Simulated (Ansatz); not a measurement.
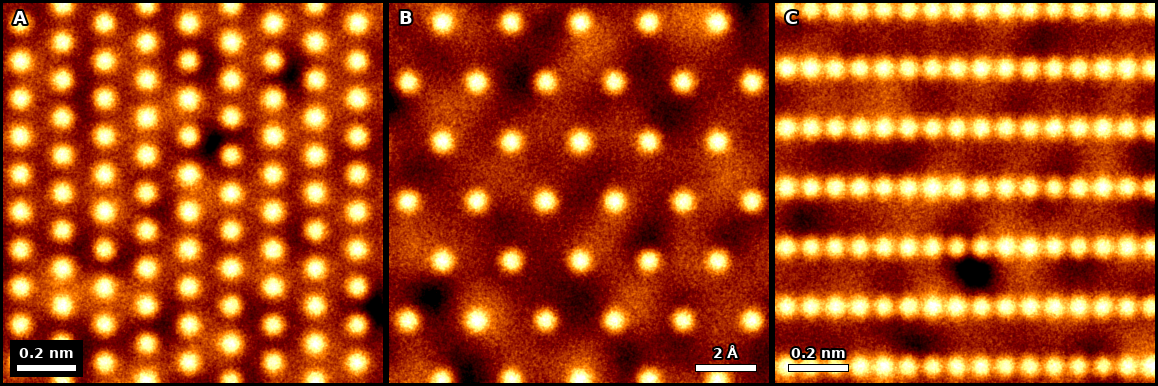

Three views of Fe (Im-3m, No. 229) along different zone axes. Simulated incoherent Z contrast: every atom adds Z^1.6 spread by a probe of 0.54 Å full width; channelling and multiple scattering are left out. The probe carries 15 % of its weight in a tail 2.5 times as wide. The display is stretched by a gamma of 0.65; percentages refer to the linear signal. Shot noise and the speckle of an amorphous layer were added. Structure used: a calculation's starting geometry.

```cif
data_structure
_symmetry_space_group_name_H-M 'Im-3m'
_symmetry_Int_Tables_number 229
_cell_length_a 2.8835
_cell_length_b 2.8835
_cell_length_c 2.8835
_cell_angle_alpha 90.000
_cell_angle_beta 90.000
_cell_angle_gamma 90.000
_cell_volume 23.97
loop_
_atom_site_label
_atom_site_type_symbol
_atom_site_symmetry_multiplicity
_atom_site_Wyckoff_symbol
_atom_site_fract_x
_atom_site_fract_y
_atom_site_fract_z
_atom_site_occupancy
Fe1 Fe 2 a 0.00000 0.00000 0.00000 1
```

Match the panels to the zone axes [111], [210] and [211].

Answer. A is [210]: projected cell 1.29 × 1.58 Å, 114°, plane group c2mm. B is [111]: projected cell 2.35 × 2.35 Å, 120°, plane group p6mm. C is [211]: projected cell 0.83 × 2.04 Å, 90°, plane group p2mm.
